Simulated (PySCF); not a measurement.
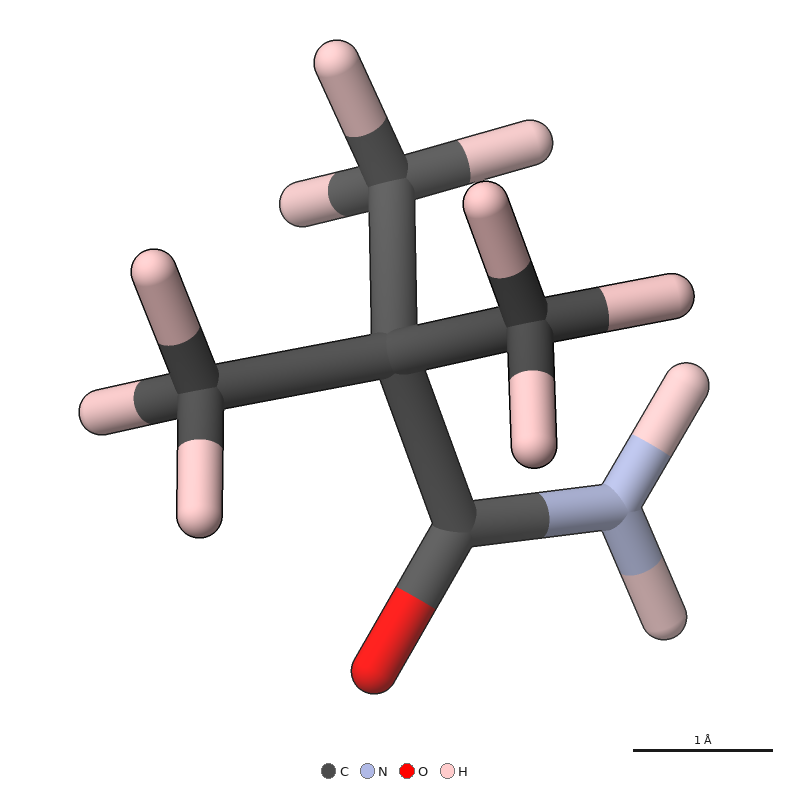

The picture shows a molecular structure as a stick model. Every bond is drawn as one stick, whatever its order.

The computed structure is the end point of a PBE0-D3(BJ)/def2-SVP optimisation. No frequency run is at hand to confirm it as a minimum.

What does the picture show?

The molecule is C5H11NO. SMILES: `CC(C)(C)C(N)=O`. It has no ring. Among its groups: amide. Coordination: 4 C tetrahedral; 1 C trigonal planar; 1 N trigonal planar.

More results for the same structure follow; atom numbers are the same in all pictures, views and colours differ.

Geometry

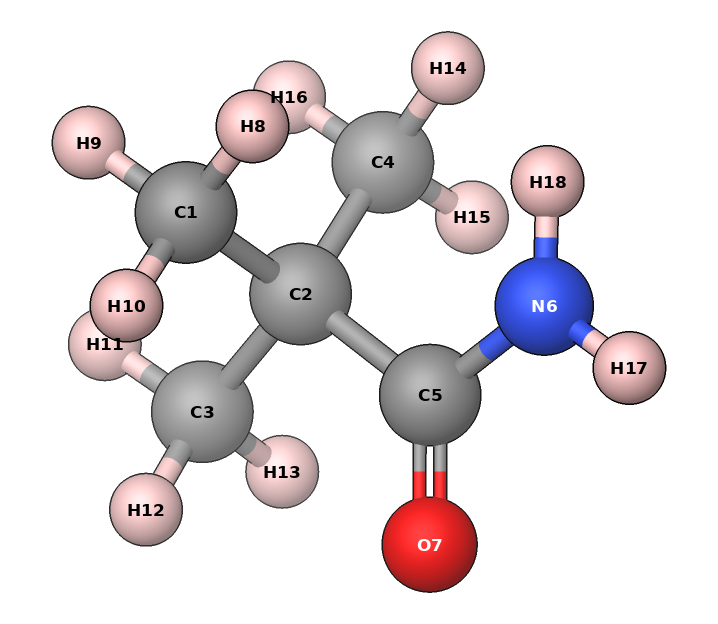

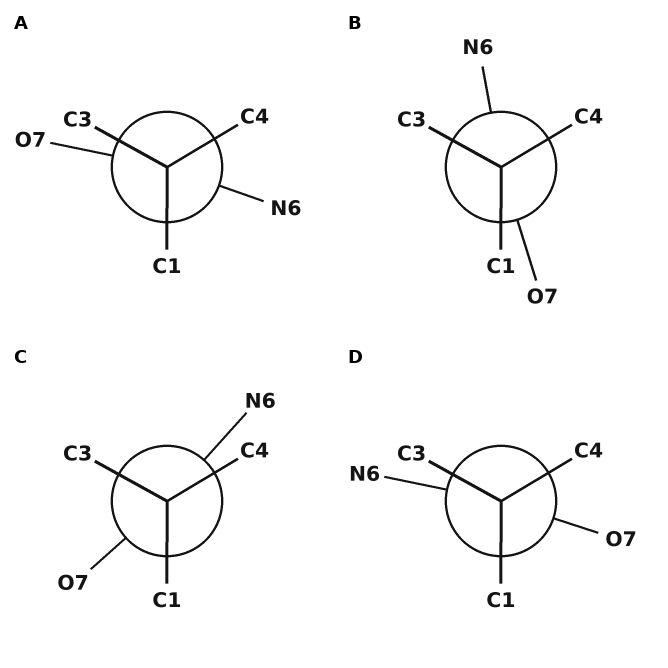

Atoms fade into the background with distance from the viewer. Bonds that would overlap in a projection are set slightly apart. No frequency run is at hand to confirm it as a minimum.

> Which Newman projection shows the view along C2–C5, with C2 in front?

A. The torsion angle C1–C2–C5–O7 is 108°, anticlinal.

NMR shielding

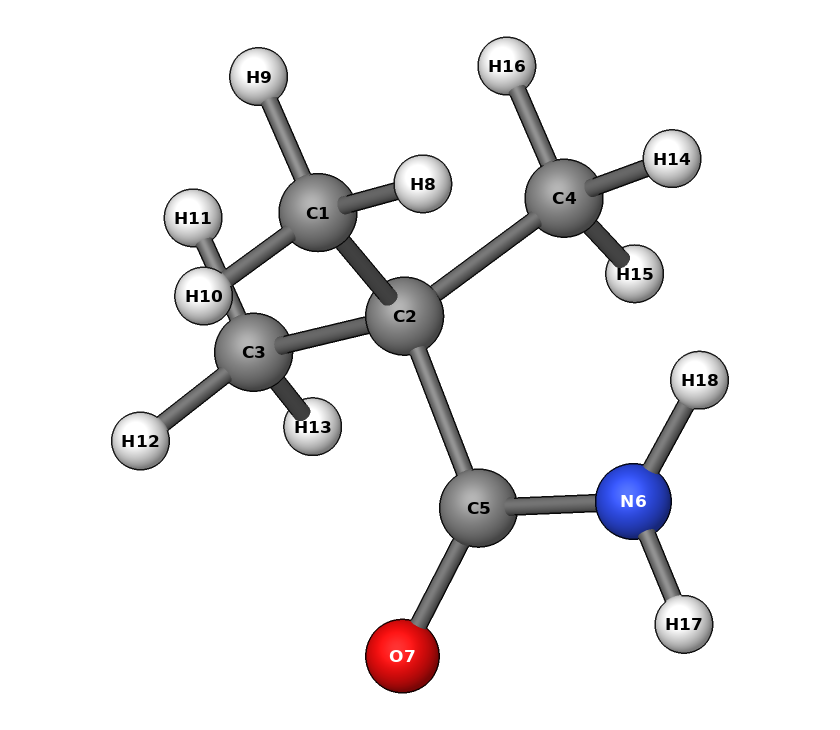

The questions are on isotropic NMR shieldings of the C atoms. No frequency run is at hand to confirm it as a minimum. Method: GIAO PBE0/pcSseg-1 NMR shielding, non-relativistic, gas phase (PySCF 2.14.0).

Give the isotropic NMR shieldings of the C atoms atom by atom.

```json
{"atom": "C1", "σ (ppm)": "153.0"}
{"atom": "C2", "σ (ppm)": "146.3"}
{"atom": "C3", "σ (ppm)": "157.2"}
{"atom": "C4", "σ (ppm)": "154.4"}
{"atom": "C5", "σ (ppm)": "6.3"}
```

Charges

The questions are on IAO charges. No frequency run is at hand to confirm it as a minimum. Level of theory: PBE0/pcSseg-1, gas phase (PySCF 2.14.0).

Give the IAO charges atom by atom.

| atom | value (e) |
| --- | --- |
| C1 | −0.40 |
| C2 | 0.00 |
| C3 | −0.40 |
| C4 | −0.41 |
| C5 | 0.44 |
| N6 | −0.51 |
| O7 | −0.50 |
| H8 | 0.13 |
| H9 | 0.14 |
| H10 | 0.14 |
| H11 | 0.13 |
| H12 | 0.15 |
| H13 | 0.14 |
| H14 | 0.12 |
| H15 | 0.14 |
| H16 | 0.14 |
| H17 | 0.28 |
| H18 | 0.27 |

Spin–spin coupling

No frequency run is at hand to confirm it as a minimum. Properties computed with B3LYP/pcJ-1 indirect spin-spin coupling, non-relativistic, gas phase (PySCF 2.14.0). Isotopes: 13C, 1H, 15N, 17O.

Give the spin–spin coupling constants of these pairs, with the number of bonds between them: C5/N6, N6/H17, N6/H18, C2/N6, N6/O7.

| pair | bonds apart | J (Hz) |
| --- | --- | --- |
| C5, N6 | 1 | −15.8 |
| N6, H17 | 1 | −96.3 |
| N6, H18 | 1 | −94.9 |
| C2, N6 | 2 | −9.1 |
| N6, O7 | 2 | 0.7 |
